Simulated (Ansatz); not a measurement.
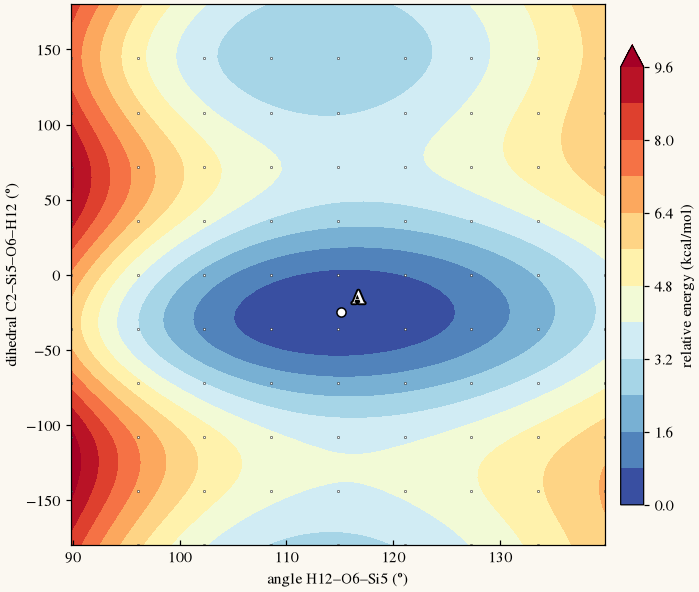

C2H6FNOSi, SMILES CC1(F)N[SiH]1O. 
- First axis: angle H12–O6–Si5. Second axis: dihedral C2–Si5–O6–H12.
- Nothing is relaxed (all other coordinates rigid).
- Grid: 9 × 10 points.
- Points are written as (first, second).
- Energies are in kcal/mol, from the relaxed molecule at the same level.
- All numbers below come from RKS PBE-D4/def2-SVP in Ansatz.

Drawn: filled contours, dots at the grid points, one colour for all values above the top of the scale, the point A. Between grid points the surface is interpolated.

### What is the easiest way out of the well at A, and how high is the barrier?

The easiest path leads from the well at about (115°, −25°) to the well at about (113°, 145°), about 2.4 kcal/mol higher. Its highest point lies about 3.7 kcal/mol above the bottom of the first well on the interpolated surface, at (114.8°, 72°). Seen from the upper well the barrier is about 1.3 kcal/mol. The start is the relaxed structure and all else is held, so a fully relaxed path at this level can only be lower.

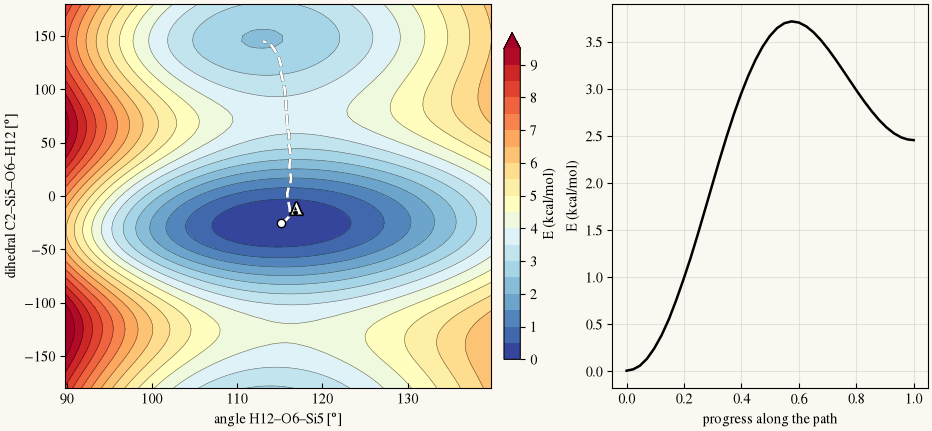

The picture shows filled contours, a line along the lowest path, one colour for all values above the top of the scale, the energy along the path at the right. Between grid points the surface is interpolated.
